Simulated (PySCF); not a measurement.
**U-r2SCAN/aug-cc-pVTZ run of OF (Oxygen monofluoride)**

Aim: the vertical electron affinity of OF (Oxygen monofluoride) at U-r2SCAN/aug-cc-pVTZ, from 2 runs. The job is set up through a Python script.

Program for the calculation: PySCF 2.14.0.

1 further run of the same task is left out (set aside as unsound or not needed).

## Step 1: Starting point

OF: 2 atoms, total charge 0, spin state doublet. SMILES: `[O]F`. The coordinates come from a PBE0-D4/def2-TZVP relaxation.

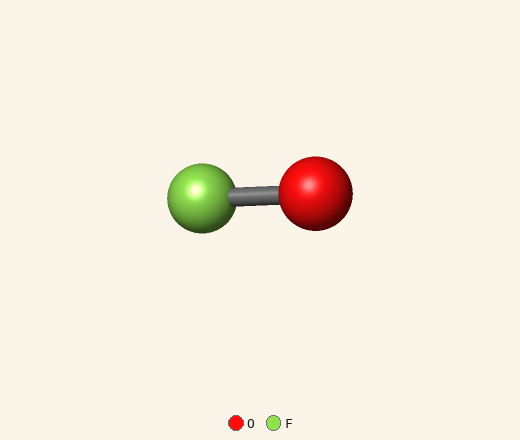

Viewed from a chosen angle; oxygen red, fluorine green.

## Step 2: The energy at U-r2SCAN/aug-cc-pVTZ

Contents of run.py:

```python
from pyscf import gto, dft

mol = gto.Mole()
mol.atom = '''
O    0.000000   0.000000  -0.015950
F    0.000000   0.000000   1.314400
'''
mol.verbose = 4
mol.spin = 1
mol.basis = 'aug-cc-pvtz'
mol.max_memory = 1860
mol.build()

mf = dft.UKS(mol)
mf.xc = 'r2scan'
mf.grids.level = 5
mf.conv_tol = 1e-10
mf.kernel()
if not mf.converged:
    mf = mf.newton().run(mf.mo_coeff, mf.mo_occ)

e_final = mf.e_tot
print('Final energy', e_final)
```

Started as:

```sh
$ OMP_NUM_THREADS=1 python run.py
```

What it wrote:

```text
PySCF version 2.14.0

[INPUT] num. atoms = 2
[INPUT] num. electrons = 17
[INPUT] charge = 0
[INPUT] spin (= nelec alpha-beta = 2S) = 1
[INPUT] symmetry False subgroup None
[INPUT] Mole.unit = angstrom
[INPUT] Symbol           X                Y                Z      unit          X                Y                Z       unit  Magmom
[INPUT]  1 O      0.000000000000   0.000000000000  -0.015950000000 AA    0.000000000000   0.000000000000  -0.030141131687 Bohr   0.0
[INPUT]  2 F      0.000000000000   0.000000000000   1.314400000000 AA    0.000000000000   0.000000000000   2.483856018128 Bohr   0.0

nuclear repulsion = 28.6396506079152
number of shells = 26
number of NR pGTOs = 116
number of NR cGTOs = 92
basis = aug-cc-pvtz
ecp = {}

[... 36 lines left out ...]
WARN: beta  nocc = 8  HOMO -0.3067973119508 >= LUMO -0.306797311950786
[... 1 line left out ...]
WARN: HOMO -0.306797311950785 >= LUMO -0.306797311950786
[... 58 lines left out ...]
converged SCF energy = -174.87337350315  <S^2> = 0.75413829  2S+1 = 2.004134
Final energy -174.8733735031504
```

Wall time 26 s (1 thread of Arm Neoverse V2, shared host); peak memory 0.48 GiB.

## Step 3: The singlet anion

Contents of job.py:

```python
from pyscf import gto, dft

system = gto.M(
    atom=[
    ('O', (0.000000, 0.000000, -0.015950)),
    ('F', (-0.000000, -0.000000, 1.314400)),
],
    spin=0,
    max_memory=1860,
    verbose=3,
    basis='aug-cc-pvtz',
    charge=-1,
)

calc0 = dft.RKS(system, xc='r2scan')
calc0.conv_tol = 1e-10
calc0.grids.level = 5
calc0.kernel()
if not calc0.converged:
    calc0 = calc0.newton().run(calc0.mo_coeff, calc0.mo_occ)

energy = calc0.e_tot
print('E(%s) = %.9f' % ('R2SCAN', energy))
```

Started as:

```sh
$ OMP_NUM_THREADS=1 python job.py
```

What it wrote:

```text
converged SCF energy = -174.929693047058
E(R2SCAN) = -174.929693047
```

Wall time 11 s (1 thread of Arm Neoverse V2, shared host); peak memory 0.48 GiB.

## Step 4: What came out

At U-r2SCAN/aug-cc-pVTZ:

| quantity | value |
| --- | --- |
| doublet OF: total energy | -174.87337 Eh |
| doublet OF: dipole moment | 0.12 D |
| doublet OF: HOMO energy (highest over α and β) | -7.45 eV |
| doublet OF: LUMO energy (lowest over α and β) | -5.74 eV |
| doublet OF: ⟨S²⟩ | 0.754 |
| singlet anion: total energy | -174.92969 Eh |
| singlet anion: HOMO energy | 2.58 eV |
| singlet anion: LUMO energy | 6.27 eV |
| singlet anion: HOMO–LUMO gap (to an unbound level, set by the basis) | 3.68 eV |
| vertical electron affinity (to the singlet anion) | 1.533 eV |

**Reading.** At fixed nuclei the extra electron is bound by 1.53 eV (148 kJ/mol). The HOMO (singlet anion) lies at positive energy, 2.58 eV, as semi-local functionals often give for anions; only total energies tell whether the electron is bound.
